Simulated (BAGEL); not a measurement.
# C2H7AlO (SMILES C[CH2][AlH][OH]): a chain of runs

Aim: the energy (HF/def2-SV(P)), then the energy (NEVPT2(2,2)/def2-SV(P)), then the energy (CASPT2(2,2)/def2-SV(P)) of C2H7AlO. 

The results are computed with BAGEL 1.2.2.

1 further run of the same task is left out (set aside as unsound or not needed).

### Step 1. Starting point

C2H7AlO: 11 atoms, total charge 0, spin state singlet. As SMILES, `C[CH2][AlH][OH]`. One bond was lengthened or shortened from a relaxed shape.

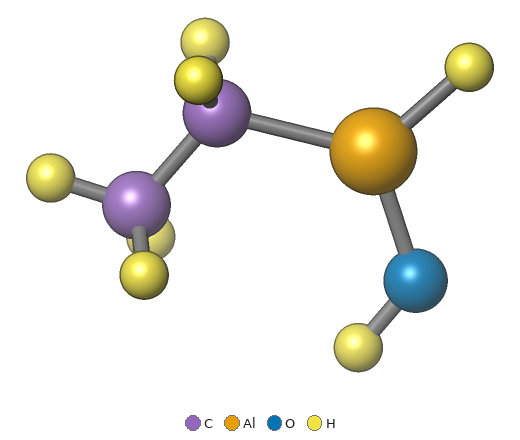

Viewed from a chosen angle; carbon purple, aluminium amber, oxygen blue, hydrogen yellow.

### Step 2. A single-point energy at HF/def2-SV(P) (density fitting with svp-jkfit) (run 1)

input.json reads:

```json
{ "bagel" : [

{
  "title" : "molecule",
  "basis" : "def2-sv_p_.json",
  "df_basis" : "svp-jkfit",
  "geometry" : [
    { "atom" : "C", "xyz" : [    -1.87196459,     1.49171579,     0.32540328 ] },
    { "atom" : "C", "xyz" : [     0.56105780,     0.65759068,     1.63989677 ] },
    { "atom" : "Al", "xyz" : [     2.59931639,    -1.86689445,    -0.13606784 ] },
    { "atom" : "O", "xyz" : [     1.66976011,    -3.05534321,    -2.97349162 ] },
    { "atom" : "H", "xyz" : [    -3.15584452,    -0.09811080,     0.01340950 ] },
    { "atom" : "H", "xyz" : [    -2.91320368,     2.90069559,     1.42371210 ] },
    { "atom" : "H", "xyz" : [    -1.49212964,     2.33056521,    -1.52520551 ] },
    { "atom" : "H", "xyz" : [     0.13549147,    -0.09452032,     3.52716625 ] },
    { "atom" : "H", "xyz" : [     1.77596272,     2.29938473,     2.01009412 ] },
    { "atom" : "H", "xyz" : [     5.18408379,    -2.95310903,     0.90365947 ] },
    { "atom" : "H", "xyz" : [    -0.08277000,    -2.47573020,    -3.92647294 ] }
  ]
},

{ "title" : "hf" },

{ "title" : "print", "file" : "orbitals.molden", "orbitals" : "true" }

]}
```

The basis set def2-SV(P) is read from a file made from the Basis Set Exchange's data (not shown).

Launch:

```bash
$ BAGEL_NUM_THREADS=1 BAGEL input.json > input.out
```

Standard output:

```text
* using 1 threads per process

  ===============================================================
  ===============================================================

  *** Geometry ***

  { "atom" : "C", "xyz" : [     -1.871965,      1.491716,      0.325403 ] },
  { "atom" : "C", "xyz" : [      0.561058,      0.657591,      1.639897 ] },
  { "atom" : "Al", "xyz" : [      2.599316,     -1.866894,     -0.136068 ] },
  { "atom" : "O", "xyz" : [      1.669760,     -3.055343,     -2.973492 ] },
  { "atom" : "H", "xyz" : [     -3.155845,     -0.098111,      0.013409 ] },
  { "atom" : "H", "xyz" : [     -2.913204,      2.900696,      1.423712 ] },
  { "atom" : "H", "xyz" : [     -1.492130,      2.330565,     -1.525206 ] },
  { "atom" : "H", "xyz" : [      0.135491,     -0.094520,      3.527166 ] },
  { "atom" : "H", "xyz" : [      1.775963,      2.299385,      2.010094 ] },
  { "atom" : "H", "xyz" : [      5.184084,     -2.953109,      0.903659 ] },
  { "atom" : "H", "xyz" : [     -0.082770,     -2.475730,     -3.926473 ] },

  Number of auxiliary basis functions:      481

  Since a DF basis is specified, we compute 2- and 3-index integrals:
    o Being stored without compression. Storage requirement is 0.021 GB

  Number of basis functions:       74
  Number of electrons      :       40

    * METHOD: MOLECULE                             0.23

  *** RHF ***

  === Nuclear Repulsion ===
   153.9736833864

      * DIIS with orbital gradients will be used.

  === RHF iteration (def2-sv_p_.json) ===
      0       -396.12347661          0.02416776           0.06
      1       -396.29839140          0.01601256           0.06
      2       -396.40127276          0.00207797           0.06
      3       -396.40343026          0.00079136           0.06
      4       -396.40374719          0.00010811           0.06
      5       -396.40375707          0.00002648           0.06
      6       -396.40375788          0.00000787           0.06
      7       -396.40375794          0.00000252           0.06
      8       -396.40375795          0.00000076           0.06
      9       -396.40375795          0.00000023           0.06
     10       -396.40375795          0.00000010           0.06
     11       -396.40375795          0.00000003           0.06
     12       -396.40375795          0.00000001           0.06
     13       -396.40375795          0.00000001           0.06
    * SCF iteration converged.

    * Permanent dipole moment:
           (    0.639318,    -0.511857,    -0.123652) a.u.

    * METHOD: HF                                   1.05

    * METHOD: PRINT                                0.01

  ===============================================================
```

It took 1.4 s on 1 thread of Arm Neoverse V1, shared host; peak memory 0.15 GiB.

### Step 3. A single-point energy at NEVPT2(2,2)/def2-SV(P) (density fitting with svp-jkfit) (run 2)

calc.json reads:

```json
{ "bagel" : [

{
  "title" : "molecule",
  "basis" : "def2-sv_p_.json",
  "df_basis" : "svp-jkfit",
  "geometry" : [
    { "atom" : "C", "xyz" : [ -1.87196459,  1.49171579,  0.32540328 ] },
    { "atom" : "C", "xyz" : [  0.56105780,  0.65759068,  1.63989677 ] },
    { "atom" : "Al", "xyz" : [  2.59931639, -1.86689445, -0.13606784 ] },
    { "atom" : "O", "xyz" : [  1.66976011, -3.05534321, -2.97349162 ] },
    { "atom" : "H", "xyz" : [ -3.15584452, -0.09811080,  0.01340950 ] },
    { "atom" : "H", "xyz" : [ -2.91320368,  2.90069559,  1.42371210 ] },
    { "atom" : "H", "xyz" : [ -1.49212964,  2.33056521, -1.52520551 ] },
    { "atom" : "H", "xyz" : [  0.13549147, -0.09452032,  3.52716625 ] },
    { "atom" : "H", "xyz" : [  1.77596272,  2.29938473,  2.01009412 ] },
    { "atom" : "H", "xyz" : [  5.18408379, -2.95310903,  0.90365947 ] },
    { "atom" : "H", "xyz" : [ -0.08277000, -2.47573020, -3.92647294 ] }
  ]
},
{
  "title" : "hf",
  "charge" : 0
},
{
  "title" : "nevpt2",
  "nstate" : 1,
  "nact" : 2,
  "nclosed" : 19,
  "charge" : 0,
  "active" : [12, 25],
  "maxiter" : 200,
  "natocc" : true,
  "ncore" : 8
},
{
  "title" : "print",
  "file" : "orbitals.molden",
  "orbitals" : true
}

]}
```

The basis set def2-SV(P) is read from a file made from the Basis Set Exchange's data (not shown).

Launch:

```bash
$ BAGEL_NUM_THREADS=1 BAGEL calc.json > calc.out
```

Standard output:

```text
* using 1 threads per process

  ===============================================================
  ===============================================================

  *** Geometry ***

  { "atom" : "C", "xyz" : [     -1.871965,      1.491716,      0.325403 ] },
  { "atom" : "C", "xyz" : [      0.561058,      0.657591,      1.639897 ] },
  { "atom" : "Al", "xyz" : [      2.599316,     -1.866894,     -0.136068 ] },
[... 7 lines of this table left out ...]
  { "atom" : "H", "xyz" : [     -0.082770,     -2.475730,     -3.926473 ] },

  Number of auxiliary basis functions:      481

  Since a DF basis is specified, we compute 2- and 3-index integrals:
    o Being stored without compression. Storage requirement is 0.021 GB

[... 18 lines left out ...]
    * SCF iteration converged.
[... 1 line left out ...]
    * Permanent dipole moment:
[... 28 lines left out ...]
    * Second-order optimization converged. *

     guess   0:   closed 1.                   open ..

  === FCI iteration ===

      0  0      -396.40322675     1.04e-01      0.00
      1  0      -396.43046497     4.59e-03      0.00
      2  0 *    -396.43055071     1.63e-15      0.00

     * ci vector, state   0, <S^2> = 0.0000
       2.     0.9914877655
       .2    -0.1301998878

  === DF-NEVPT2 calculation ===

    * 3-index integral transformation done
    * assembly done

      NEVPT2 correlation energy:   -0.4750777463      0.13

          (+0)     -0.3978777140
          (+0)'    -0.0359575557
          (+1)     -0.0060432467
          (+1)'    -0.0000000000
          (+2)     -0.0005500204
          (-1)     -0.0305870767
          (-1)'     0.0000000000
          (-2)     -0.0040621328

      NEVPT2 total energy:       -396.9056284580

    * METHOD: NEVPT2                               4.85

    * METHOD: PRINT                                0.01

  ===============================================================
```

Wall time 6.3 s (1 thread of Arm Neoverse V1, shared host); peak memory 0.15 GiB.

### Step 4. The energy at CASPT2(2,2)/def2-SV(P) (density fitting with svp-jkfit) (run 3)

job.json reads:

```json
{ "bagel" : [

{
  "title" : "molecule",
  "basis" : "def2-sv_p_.json",
  "df_basis" : "svp-jkfit",
  "angstrom" : "false",
  "geometry" : [
    { "atom" : "C", "xyz" : [ -1.87196459,  1.49171579,  0.32540328 ] },
    { "atom" : "C", "xyz" : [  0.56105780,  0.65759068,  1.63989677 ] },
    { "atom" : "Al", "xyz" : [  2.59931639, -1.86689445, -0.13606784 ] },
    { "atom" : "O", "xyz" : [  1.66976011, -3.05534321, -2.97349162 ] },
    { "atom" : "H", "xyz" : [ -3.15584452, -0.09811080,  0.01340950 ] },
    { "atom" : "H", "xyz" : [ -2.91320368,  2.90069559,  1.42371210 ] },
    { "atom" : "H", "xyz" : [ -1.49212964,  2.33056521, -1.52520551 ] },
    { "atom" : "H", "xyz" : [  0.13549147, -0.09452032,  3.52716625 ] },
    { "atom" : "H", "xyz" : [  1.77596272,  2.29938473,  2.01009412 ] },
    { "atom" : "H", "xyz" : [  5.18408379, -2.95310903,  0.90365947 ] },
    { "atom" : "H", "xyz" : [ -0.08277000, -2.47573020, -3.92647294 ] }
  ]
},
{ "title" : "hf" },
{ "title" : "casscf", "nstate" : 1, "nact" : 2, "nclosed" : 19, "active" : [12, 25], "maxiter" : 200, "natocc" : "true" },
{ "title" : "print", "file" : "orbitals.molden", "orbitals" : "true" },
{ "title" : "smith", "method" : "caspt2", "ms" : "true", "xms" : "true", "sssr" : "true", "shift" : 0.2, "shift_imag" : "true", "ncore" : 8 }

]}
```

The basis set def2-SV(P) is read from a file made from the Basis Set Exchange's data (not shown).

Launch:

```bash
$ BAGEL_NUM_THREADS=1 BAGEL job.json > job.out
```

Standard output:

```text
* using 1 threads per process

  ===============================================================
  ===============================================================

  *** Geometry ***

  { "atom" : "C", "xyz" : [     -1.871965,      1.491716,      0.325403 ] },
  { "atom" : "C", "xyz" : [      0.561058,      0.657591,      1.639897 ] },
  { "atom" : "Al", "xyz" : [      2.599316,     -1.866894,     -0.136068 ] },
[... 7 lines of this table left out ...]
  { "atom" : "H", "xyz" : [     -0.082770,     -2.475730,     -3.926473 ] },

  Number of auxiliary basis functions:      481

  Since a DF basis is specified, we compute 2- and 3-index integrals:
    o Being stored without compression. Storage requirement is 0.021 GB

[... 18 lines left out ...]
    * SCF iteration converged.
[... 1 line left out ...]
    * Permanent dipole moment:
[... 27 lines left out ...]
    * Second-order optimization converged. *
[... 9 lines left out ...]
     * ci vector, state   0, <S^2> = 0.0000
[... 16 lines left out ...]
    * Zeroth order energy : state  0       -1.3274001884
[... 4 lines left out ...]
       #      aibj      arbs      arbi      airj      risj      airs      arst      rist         Etot      error   time
[... 2 lines left out ...]
       0  -0.39654  -0.00476  -0.03060  -0.00617  -0.00071  -0.03146  -0.00000  -0.00000   -0.4702497  0.0021863   0.08
       1  -0.39678  -0.00481  -0.03082  -0.00627  -0.00077  -0.03221  -0.00000  -0.00000   -0.4716606  0.0003745   0.07
       2  -0.39681  -0.00482  -0.03077  -0.00627  -0.00077  -0.03227  -0.00000  -0.00000   -0.4717192  0.0000861   0.07
       3  -0.39681  -0.00482  -0.03076  -0.00627  -0.00078  -0.03228  -0.00000  -0.00000   -0.4717214  0.0000195   0.07
       4  -0.39681  -0.00482  -0.03076  -0.00626  -0.00078  -0.03228   0.00000  -0.00000   -0.4717216  0.0000044   0.07
       5  -0.39681  -0.00482  -0.03077  -0.00626  -0.00078  -0.03228   0.00000  -0.00000   -0.4717216  0.0000010   0.07

      ------------------------------------------------------------------------------------------------------------------

    * CASPT2 energy : state  0     -396.9046891165
        w/o shift correction       -396.9022723114
        reference weight              0.8650457721

    * METHOD: SMITH                                0.63

  ===============================================================
```

It took 6.9 s on 1 thread of Arm Neoverse V1, shared host; peak memory 0.15 GiB.

### Step 5. Results

| quantity | value |
| --- | --- |
| run 1, HF/def2-SV(P): total energy | -396.40376 Eh |
| run 1, HF/def2-SV(P): dipole moment | 2.11 D |
| run 1, HF/def2-SV(P): HOMO energy | -10.65 eV |
| run 1, HF/def2-SV(P): LUMO energy | 2.51 eV |
| run 1, HF/def2-SV(P): HOMO–LUMO gap | 13.16 eV |
| run 2, NEVPT2(2,2)/def2-SV(P): total energy | -396.90563 Eh |
| run 3, CASPT2(2,2)/def2-SV(P): total energy | -396.90469 Eh |
